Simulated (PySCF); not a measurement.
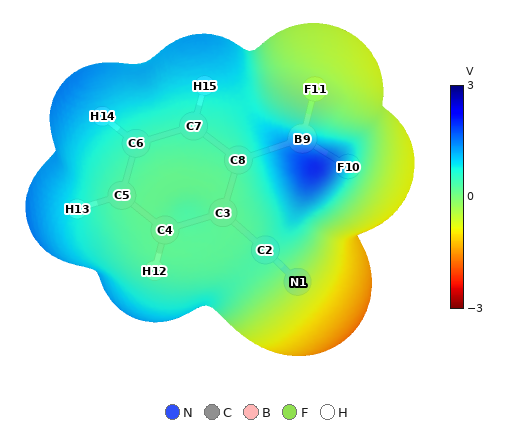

C₇H₄BF₂N (SMILES N#Cc1ccccc1B(F)F). The electrostatic potential painted on the density surface at 0.002 e/bohr³, seen at a tilt; the colour scale runs from red (negative) to blue (positive).

Geometry: GFN2-xTB.

Method: PBE0/pcSseg-1, SCF density, gas phase, non-relativistic (PySCF 2.14.0).

Input

```
{"job": {"kind": "nmr", "xc": "PBE0", "basis": "pcSseg-1"}, "charge": 0, "multiplicity": 1}
N      1.449784     3.145154    -0.177533
C      0.888096     2.147915    -0.126810
C      0.124458     0.955872    -0.073761
C     -1.260854     1.071498    -0.179321
C     -2.055073    -0.059343    -0.136854
C     -1.472522    -1.308748     0.012931
C     -0.098330    -1.424900     0.119112
C      0.736443    -0.304390     0.077857
B      2.279308    -0.493367     0.195488
F      3.161331     0.480738     0.172427
F      2.809258    -1.696072     0.328338
H     -1.701557     2.050748    -0.295065
H     -3.127358     0.033858    -0.221379
H     -2.091153    -2.192621     0.046612
H      0.353755    -2.398352     0.236047
```

Run with:

```sh
OMP_NUM_THREADS=1 python probes_run.py task.json out
```

**Describe the electrostatic potential map.**

The most negative region (about −1.8 V) lies over N1, the most positive (about +2.0 V) over B9. N1 is the likeliest acceptor of a hydrogen bond.
